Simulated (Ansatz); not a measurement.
Cl2F2H2OW···H2O

```xyz
11

W     0.1606   -0.4277    0.1402
F     0.4194   -0.0769    1.9441
Cl    2.1104   -1.8754    0.1779
H     1.6339    0.2965    0.0524
F    -1.4682    0.4294    0.4236
O    -0.5400   -2.1145   -0.1002
H     0.0430   -2.8756   -0.2128
Cl    0.2052    0.3465   -1.9824
O     0.6837    2.5045    1.0833
H     1.5959    2.7857    1.0179
H     0.6296    2.0382    1.9411
```

Core potentials replace the inner electrons of W; not at a stationary point (largest force 1.1 eV/Å).

The calculation used RKS BHLYP-D4/def2-SVP in Ansatz.

What can the converged electron density and electron localisation function tell about the bonding?

Answer. W–O (1.84 Å): ρ is about 1.3 e/Å³ halfway; the ELF peaks at about 0.85 in the valence shell of O, 0.5 Å from its nucleus, and is about 0.30 at the midpoint.
W–F (1.86 Å): ρ at the midpoint is about 1.1 e/Å³; the ELF peaks at about 0.80 in the valence shell of F, 0.5 Å from its nucleus, and drops to about 0.30 between the two atoms.
W–Cl (2.26 Å): ρ at the midpoint is about 0.75 e/Å³; the ELF peaks at about 0.85 in the valence shell of Cl, 0.8 Å from its nucleus, and is about 0.45 at the midpoint.

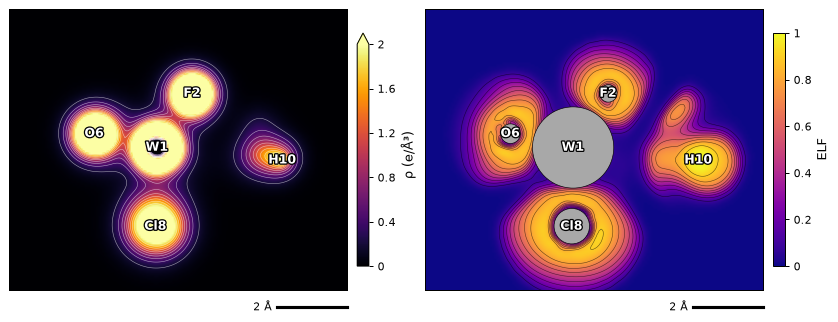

Computed electron density and electron localisation function on the plane of atoms O6, W1 and Cl8, in this order. Grey discs cover the atomic cores in the ELF map. 
